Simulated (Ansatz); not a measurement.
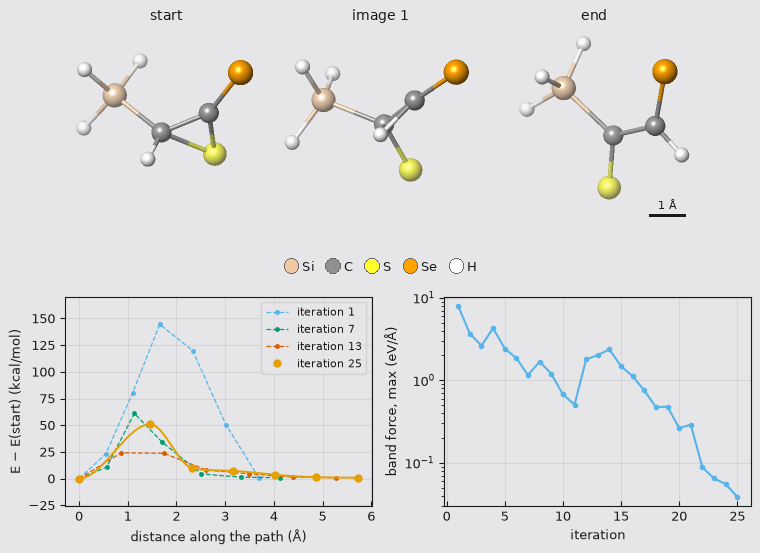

A search for the minimum-energy path of C$_{2}$H$_{4}$SSeSi by the nudged elastic band. Images are numbered from 0 (start) to 6 (end). The plot follows the band through its iterations. The picture is a ball-and-stick view, seen at a tilt.

Theory: Ansatz 0.2.0, RKS B3LYP-D4/def2-SVP. Settings: 5 movable images; climbing image; force threshold 0.05 eV/Å; iteration limit 60; starting path through a guess of the saddle point.

Did the band converge, and can the barrier be trusted?

Answer. The result is final at these settings. The band converged in 25 iterations. The largest component of the band force went from 7.9 to 0.039 eV/Å. The climbing image converged on the top of the path. Its vibrational analysis gives one imaginary mode (1135i cm⁻¹), as a transition state must have. The first iteration put the highest image at 144.5 kcal/mol. Forward barrier 50.8 kcal/mol, backward barrier 50.0 kcal/mol, with image 1 at the top; the reaction energy is +0.8 kcal/mol.

Cost: 9 min on 2 threads of Intel(R) Xeon(R) Platinum 8259CL CPU @ 2.50GHz (Skylake/Cascade Lake) (shared host), peak memory 0.35 GiB.
